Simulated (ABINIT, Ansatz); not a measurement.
# SiSnTeSe2 (P4/mmm): zone-centre phonons

Wanted: the vibrations of SiSnTeSe2 (P4/mmm) at Γ, by two programs.

Program: ABINIT 10.8.3. Level of theory: DFT LDA, scalar-relativistic, plane waves, HGH norm-conserving pseudopotentials. Results are calculated unless marked as measured.

The structure was built from a prototype and need not be the compound's stable phase.

## Step 1: Starting point

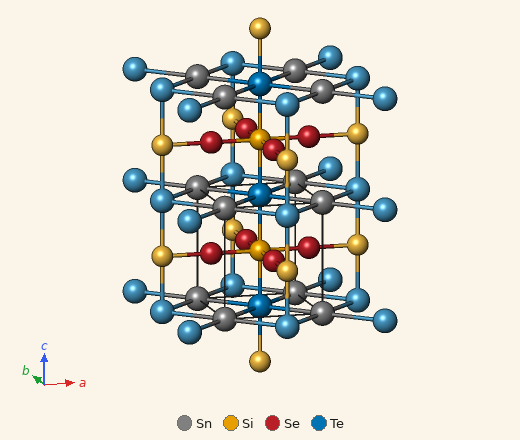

The cell as given, slightly off an axis (tin grey, silicon orange, selenium red, tellurium blue). 1×1×2 cells are drawn. Some periodic images of atoms are drawn too.

## Step 2: Relaxing the cell and atoms

The harmonic expansion needs vanishing forces, and a free crystal bears no stress, so cell and atoms are brought to rest. Stress is more sensitive to the basis than forces are: the last 3 Ha under the cutoff are smoothed with ecutsm, and the cutoff is raised above that of the later runs.

The starting cell comes from a relaxation made beforehand in Ansatz (LDA, PseudoDojo NC).

relax.abi reads:

```
# relaxation
ionmov 2
optcell 2
dilatmx 1.08
ntime 40
tolmxf 1.0d-05
tolvrs 1.0d-14
prtwf 0
prtden 0
chksymtnons 0

# basis, mesh and filling
ecut 26.0
ecutsm 3.0
ixc 7
ngkpt 6 6 4
nshiftk 1
shiftk 0.0 0.0 0.0
istwfk *1
occopt 6
tsmear 0.01
nband 20
nstep 100
diemac 1000000.0
prtebands 0
prtgsr 0

# cell and atoms
acell 3*1.0 Angstrom
rprim 
    4.744916501 0.0 0.0
    0.0 4.744916501 0.0
    0.0 0.0 5.312302875
ntypat 4
znucl 50 14 34 52
natom 5
typat 1 2 3 3 4
xred 
    0.0 0.0 0.0
    0.5 0.5 0.5
    0.5 0.0 0.5
    0.0 0.5 0.5
    0.5 0.5 0.0
pp_dirpath "./pseudo"
pseudos "Sn.hgh, Si.hgh, Se.hgh, Te.hgh"
```

Run with:

```console
$ OMP_NUM_THREADS=1 mpirun -n 4 abinit relax.abi > relax.log
```

Numbers of over 12 decimals in the logs are rounded to 6 here.

relax.abo, the main output file:

```text
[banners, grids, parts of the stress and lines that vanish by symmetry left out]
- input  file    -> relax.abi
- output file    -> relax.abo
- root for input  files -> relaxi
[...]
Symmetries : space group P4/m m m (#123); Bravais tP (primitive tetrag.)
[...]
mpw =        6470          nfft =      115200          nkpt =          30
[...]
== DATASET  1 ==================================================================
[...]
cutoff_energies: {ecut:  26.0, pawecutdg:  -1.0, }
[...]
Exchange-correlation functional for the present dataset will be:
  LDA: Perdew-Wang 92 LSD fit to Ceperley-Alder data - ixc=7
[...]
ETOT  1  -34.688386603833    -3.469E+01 1.015E-01 4.454E+02
 ETOT  2  -34.751038947790    -6.265E-02 5.771E-03 4.874E+01
 ETOT  3  -34.756746493382    -5.708E-03 1.951E-03 9.246E-01
 ETOT  4  -34.756908174971    -1.617E-04 7.891E-04 8.229E-02
 ETOT  5  -34.756917674814    -9.500E-06 1.543E-03 6.447E-03
[...]
At SCF step   12       vres2   =  8.16E-15 < tolvrs=  1.00E-14 =>converged.
[...]
sigma(1 1)=  6.59523571E-06  sigma(3 2)=  0.00000000E+00
  sigma(2 2)=  6.59523571E-06  sigma(3 1)=  0.00000000E+00
  sigma(3 3)= -9.45758466E-06  sigma(2 1)=  0.00000000E+00
[...]
convergence: {deltae: -2.913E-13, res2:  8.161E-15, residm:  3.904E-05, diffor: null, }
etotal    :  -3.47569183E+01
[...]
ETOT  1  -34.756921693683    -3.476E+01 3.206E-04 6.434E-03
[...]
At SCF step    9       vres2   =  5.86E-15 < tolvrs=  1.00E-14 =>converged.
[...]
sigma(1 1)=  5.86754510E-06  sigma(3 2)=  0.00000000E+00
  sigma(2 2)=  5.86754510E-06  sigma(3 1)=  0.00000000E+00
  sigma(3 3)= -8.92635250E-06  sigma(2 1)=  0.00000000E+00
[...]
convergence: {deltae:  1.776E-13, res2:  5.860E-15, residm:  1.041E-05, diffor: null, }
etotal    :  -3.47569224E+01
[...]
ETOT  1  -34.756859977616    -3.476E+01 2.744E-02 7.213E-01
[...]
At SCF step   11       vres2   =  4.29E-16 < tolvrs=  1.00E-14 =>converged.
[...]
sigma(1 1)= -1.88565377E-06  sigma(3 2)=  0.00000000E+00
  sigma(2 2)= -1.88565377E-06  sigma(3 1)=  0.00000000E+00
  sigma(3 3)= -2.70940316E-06  sigma(2 1)=  0.00000000E+00
[...]
convergence: {deltae: -2.842E-13, res2:  4.294E-16, residm:  1.671E-06, diffor: null, }
etotal    :  -3.47569445E+01
[...]
ETOT  1  -34.756944533886    -3.476E+01 1.137E-06 3.370E-03
[...]
At SCF step    9       vres2   =  6.55E-15 < tolvrs=  1.00E-14 =>converged.
[...]
sigma(1 1)= -1.64356256E-06  sigma(3 2)=  0.00000000E+00
  sigma(2 2)= -1.64356256E-06  sigma(3 1)=  0.00000000E+00
  sigma(3 3)= -2.17115834E-06  sigma(2 1)=  0.00000000E+00
[...]
convergence: {deltae:  2.842E-14, res2:  6.550E-15, residm:  1.873E-06, diffor: null, }
etotal    :  -3.47569449E+01
[...]
ETOT  1  -34.756936996124    -3.476E+01 3.612E-06 8.951E-02
[...]
ETOT  9  -34.756945559276    -4.192E-13 1.790E-06 4.637E-14
 ETOT 10  -34.756945559276     1.421E-14 4.064E-06 4.435E-15
 At SCF step   10       vres2   =  4.44E-15 < tolvrs=  1.00E-14 =>converged.
[...]
sigma(1 1)= -6.25100267E-08  sigma(3 2)=  0.00000000E+00
  sigma(2 2)= -6.25100267E-08  sigma(3 1)=  0.00000000E+00
  sigma(3 3)=  5.81797658E-09  sigma(2 1)=  0.00000000E+00
[...]
convergence: {deltae:  1.421E-14, res2:  4.435E-15, residm:  4.064E-06, diffor: null, }
etotal    :  -3.47569456E+01
[...]
At Broyd/MD step   5, gradients are converged :
[...]
sigma(1 1)= -6.25100267E-08  sigma(3 2)=  0.00000000E+00
  sigma(2 2)= -6.25100267E-08  sigma(3 1)=  0.00000000E+00
  sigma(3 3)=  5.81797658E-09  sigma(2 1)=  0.00000000E+00
[...]
- sigma(1 1)= -1.83910848E-03  sigma(3 2)=  0.00000000E+00
- sigma(2 2)= -1.83910848E-03  sigma(3 1)=  0.00000000E+00
- sigma(3 3)=  1.71170781E-04  sigma(2 1)=  0.00000000E+00
[...]
fcart     -0.0000000000E+00 -0.0000000000E+00 -0.0000000000E+00
           strten     -6.2510026663E-08 -6.2510026661E-08  5.8179765823E-09
================================================================================

[key lines of the parts left out:]
pressure_GPa:   1.1690E-03
Total energy (etotal) [Ha]= -3.47569455592755E+01
```

Elapsed: 3 min, on 4 MPI ranks of Arm Neoverse V1, shared host.

Step by step:

```tsv
step	energy less that of the first step (eV)	largest force (eV/Å)	volume (Å³)
1	0.0000	0.0000	119.60
2	-0.0001	0.0000	119.59
3	-0.0007	0.0000	119.46
4	-0.0007	0.0000	119.49
5	-0.0007	0.0000	119.59
```

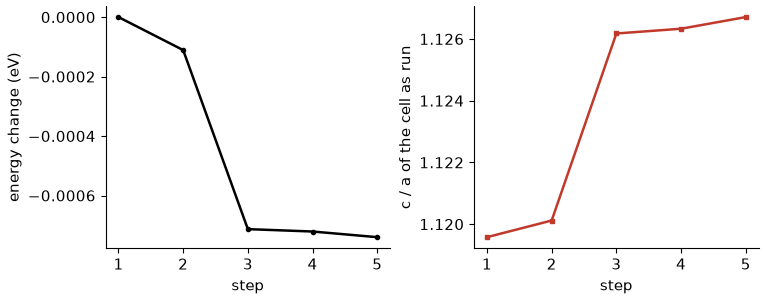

Energy and cell shape along the relaxation.

```tsv
conventional cell, symmetrised	before	after	change
a (Å)	4.745	4.735	-0.2 %
b (Å)	4.745	4.735	-0.2 %
c (Å)	5.312	5.335	+0.4 %
volume (Å³/atom)	23.92	23.92	-0.0 %
```

Final coordinates:

```xyz
5
Lattice="4.7347 0.0000 0.0000 0.0000 4.7347 0.0000 0.0000 0.0000 5.3347" Properties=species:S:1:pos:R:3 pbc="T T T"
Sn    0.0000    0.0000    0.0000
Si    2.3674    2.3674    2.6673
Se    2.3674    0.0000    2.6673
Se    0.0000    2.3674    2.6673
Te    2.3674    2.3674    0.0000
```

Read from the output:

* volume per atom: 23.92 Å³
* pressure: 0.001169 GPa
* gap on the k-mesh: 0 eV

## Step 3: Self-consistent run for the response

The response is built on these wavefunctions, so the potential is converged far more tightly than an energy would need. Occupations are smeared.

gs.abi reads:

```
# ground state
tolvrs 1.0d-16
prtden 1
prtwf 1

# basis, mesh and filling
ecut 20.0
ixc 7
ngkpt 6 6 4
nshiftk 1
shiftk 0.0 0.0 0.0
istwfk *1
occopt 6
tsmear 0.01
nband 20
nstep 100
diemac 1000000.0
prtebands 0
prtgsr 0

# cell and atoms
acell 3*1.0 Angstrom
rprim 
    4.734718545 0.0 0.0
    0.0 4.734718545 0.0
    0.0 0.0 5.334650753
ntypat 4
znucl 50 14 34 52
natom 5
typat 1 2 3 3 4
xred 
    0.0 0.0 0.0
    0.5 0.5 0.5
    0.5 0.0 0.5
    0.0 0.5 0.5
    0.5 0.5 0.0
pp_dirpath "./pseudo"
pseudos "Sn.hgh, Si.hgh, Se.hgh, Te.hgh"
```

Run with:

```console
$ OMP_NUM_THREADS=1 mpirun -n 4 abinit gs.abi > gs.log
```

gs.abo, the main output file:

```text
[banners, grids, parts of the stress and lines that vanish by symmetry left out]
- input  file    -> gs.abi
- output file    -> gs.abo
- root for input  files -> gsi
[...]
Symmetries : space group P4/m m m (#123); Bravais tP (primitive tetrag.)
[...]
mpw =        3488          nfft =       72000          nkpt =          30
[...]
== DATASET  1 ==================================================================
[...]
cutoff_energies: {ecut:  20.0, pawecutdg:  -1.0, }
[...]
Exchange-correlation functional for the present dataset will be:
  LDA: Perdew-Wang 92 LSD fit to Ceperley-Alder data - ixc=7
[...]
ETOT  1  -34.688512917067    -3.469E+01 4.913E-02 2.756E+02
 ETOT  2  -34.747276673606    -5.876E-02 1.020E-02 2.743E+01
 ETOT  3  -34.752283302945    -5.007E-03 2.098E-03 4.595E-01
 ETOT  4  -34.752411950573    -1.286E-04 9.026E-04 4.923E-02
 ETOT  5  -34.752421047641    -9.097E-06 1.545E-03 4.433E-03
[...]
ETOT 13  -34.752421786933     8.242E-13 3.892E-05 6.614E-16
 ETOT 14  -34.752421786933    -2.061E-13 9.983E-05 2.257E-18
 At SCF step   14       vres2   =  2.26E-18 < tolvrs=  1.00E-16 =>converged.
[...]
sigma(1 1)=  2.47129942E-05  sigma(3 2)=  0.00000000E+00
  sigma(2 2)=  2.47129942E-05  sigma(3 1)=  0.00000000E+00
  sigma(3 3)=  2.65183261E-05  sigma(2 1)=  0.00000000E+00
[...]
convergence: {deltae: -2.061E-13, res2:  2.257E-18, residm:  9.983E-05, diffor: null, }
etotal    :  -3.47524218E+01
[...]
sigma(1 1)=  2.47129942E-05  sigma(3 2)=  0.00000000E+00
  sigma(2 2)=  2.47129942E-05  sigma(3 1)=  0.00000000E+00
  sigma(3 3)=  2.65183261E-05  sigma(2 1)=  0.00000000E+00
[...]
- sigma(1 1)=  7.27081392E-01  sigma(3 2)=  0.00000000E+00
- sigma(2 2)=  7.27081392E-01  sigma(3 1)=  0.00000000E+00
- sigma(3 3)=  7.80196090E-01  sigma(2 1)=  0.00000000E+00
[...]
fcart     -0.0000000000E+00 -0.0000000000E+00 -0.0000000000E+00
           strten      2.4712994223E-05  2.4712994223E-05  2.6518326086E-05
================================================================================

[key lines of the parts left out:]
pressure_GPa:  -7.4479E-01
```

The job ended after 30 s (4 MPI ranks; 2 min of CPU time).

Read from the output:

```
pressure : -0.7448 GPa
```

The cell stands at -0.74 GPa: the relaxation ran with a smoothed and higher cutoff, and the difference is a stress of the finite basis.

## Step 4: Zone-centre response

At q = 0 one unit cell holds all displacements. The response is solved for single atoms along the cell's directions, and symmetry skips those that follow from others. The crystal is treated as a metal, which screens a static field, so no field response is asked.

dfpt_gamma.abi reads:

```

# common to the responses
getwfk_filepath "gso_WFK"
kptopt 2
nqpt 1
qpt 0.0 0.0 0.0
asr 0
chneut 0

# displacements
rfphon 1
rfatpol 1 5
rfdir 1 1 1
tolvrs 1.0d-10
prtwf 0

# basis, mesh and filling
ecut 20.0
ixc 7
ngkpt 6 6 4
nshiftk 1
shiftk 0.0 0.0 0.0
istwfk *1
occopt 6
tsmear 0.01
nband 20
nstep 100
diemac 1000000.0
prtebands 0
prtgsr 0

# cell and atoms
acell 3*1.0 Angstrom
rprim 
    4.734718545 0.0 0.0
    0.0 4.734718545 0.0
    0.0 0.0 5.334650753
ntypat 4
znucl 50 14 34 52
natom 5
typat 1 2 3 3 4
xred 
    0.0 0.0 0.0
    0.5 0.5 0.5
    0.5 0.0 0.5
    0.0 0.5 0.5
    0.5 0.5 0.0
pp_dirpath "./pseudo"
pseudos "Sn.hgh, Si.hgh, Se.hgh, Te.hgh"
```

Run with:

```console
$ OMP_NUM_THREADS=1 mpirun -n 4 abinit dfpt_gamma.abi > dfpt_gamma.log
```

dfpt_gamma.abo, the main output file:

```text
[banners, grids, parts of the stress and lines that vanish by symmetry left out]
- input  file    -> dfpt_gamma.abi
- output file    -> dfpt_gamma.abo
- root for input  files -> dfpt_gammai
[...]
Symmetries : space group P4/m m m (#123); Bravais tP (primitive tetrag.)
[...]
nfft =       72000          nkpt =          76
[...]
== DATASET  1 ==================================================================
[...]
cutoff_energies: {ecut:  20.0, pawecutdg:  -1.0, }
[...]
Exchange-correlation functional for the present dataset will be:
  LDA: Perdew-Wang 92 LSD fit to Ceperley-Alder data - ixc=7
[...]
Perturbation : displacement of atom   1   along direction   1
[...]
-ETOT  1   27.170221696241     -6.425E+01 1.036E+00 8.643E+04
 ETOT  2  -1.251661     -2.842E+01 6.084E-02 6.904E+02
 ETOT  3  -1.534064     -2.824E-01 2.174E-02 9.672E+01
 ETOT  4  -1.563196     -2.913E-02 5.593E-03 9.301E-01
 ETOT  5  -1.563482     -2.862E-04 3.192E-03 1.331E-02
[...]
At SCF step   11       vres2   =  2.50E-11 < tolvrs=  1.00E-10 =>converged.
[...]
Perturbation : displacement of atom   1   along direction   3
[...]
-ETOT  1   69.077045229054     -4.918E+01 3.458E+00 2.591E+05
[...]
At SCF step   10       vres2   =  5.98E-11 < tolvrs=  1.00E-10 =>converged.
[...]
Perturbation : displacement of atom   2   along direction   1
[...]
-ETOT  1   108.34782903314     -2.510E+01 1.435E+00 2.625E+05
[...]
At SCF step   12       vres2   =  4.99E-13 < tolvrs=  1.00E-10 =>converged.
[...]
Perturbation : displacement of atom   2   along direction   3
[...]
-ETOT  1   184.40622161619      1.935E+01 1.118E+00 5.889E+05
[...]
At SCF step   11       vres2   =  4.32E-11 < tolvrs=  1.00E-10 =>converged.
[...]
Perturbation : displacement of atom   3   along direction   1
[...]
-ETOT  1   239.29869742845     -2.239E+02 2.617E+00 6.181E+05
[...]
Perturbation : displacement of atom   3   along direction   2
[...]
-ETOT  1   345.95009353640     -1.333E+02 4.840E+00 8.287E+05
[...]
Perturbation : displacement of atom   3   along direction   3
[...]
-ETOT  1   430.99842596477     -1.732E+02 5.861E+00 1.407E+06
[...]
Perturbation : displacement of atom   5   along direction   1
[...]
-ETOT  1   127.55773719573     -1.651E+02 3.255E+00 3.624E+05
[...]
At SCF step   11       vres2   =  6.58E-12 < tolvrs=  1.00E-10 =>converged.
[...]
Perturbation : displacement of atom   5   along direction   3
[...]
-ETOT  1   367.79767967150     -2.147E+01 1.773E+00 1.186E+06
[...]
ETOT 10   7.420380     -5.446E-11 3.779E-05 4.105E-10
 ETOT 11   7.420380      1.489E-11 9.355E-06 1.455E-11
 At SCF step   11       vres2   =  1.45E-11 < tolvrs=  1.00E-10 =>converged.
[...]
Phonon wavevector (reduced coordinates) :  0.00000  0.00000  0.00000
 Phonon energies in Hartree :
[...]
Phonon frequencies in cm-1    :
- -1.397788E+02 -1.033752E+02 -1.033752E+02 -6.466903E+01 -5.506962E+01
- -5.506962E+01 -4.643999E+01 -2.437350E+00  2.617735E+00  2.617736E+00
-  2.244204E+01  2.244204E+01  1.722456E+02  2.675647E+02  2.675647E+02
[...]
fcart      0.0000000000E+00  0.0000000000E+00  0.0000000000E+00
           strten      0.0000000000E+00  0.0000000000E+00  0.0000000000E+00
================================================================================
```

Elapsed: 5 min, on 4 MPI ranks.

This step gave:

* largest acoustic frequency at the zone centre before the sum rule: 2.62 cm⁻¹
* highest optical zone-centre mode (no LO-TO term): 267.6 cm⁻¹
* lowest optical zone-centre mode: -139.8 cm⁻¹

The acoustic modes at Γ come out as far as 2.6 cm⁻¹ from zero, where they should vanish, a small numerical error. The lowest optical mode is imaginary, 140i cm⁻¹, an instability at this level and on this k mesh.

[end of part 1 of 3]

[Host names and launcher messages were left out of these logs when they were recorded.]

[Logs are printed without paths, hosts, clocks, repeated set-up lines and the standing remarks that a program may print on its own settings, such as how far it seeks lower states.]

[Hosts, paths, dates, database ids (printed as entryN), source tags and the programs' standing remarks are cut or masked in the printed files.]
